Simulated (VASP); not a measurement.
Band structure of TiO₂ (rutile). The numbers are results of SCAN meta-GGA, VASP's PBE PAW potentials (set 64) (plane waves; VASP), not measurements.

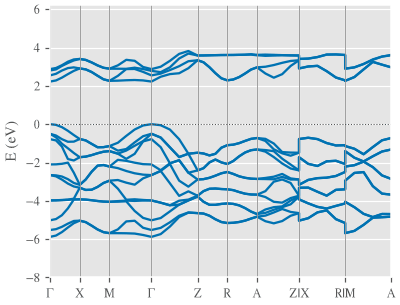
Fig. 1. Bands along high-symmetry lines, zero at the valence-band maximum or, without a gap, the Fermi level

Read the plot: is there a gap, and where are the band edges?

The gap is direct, 2.22 eV, from the valence maximum at Γ to the conduction minimum at Γ.

The compound is TiO2 in the rutile structure. It was relaxed first.
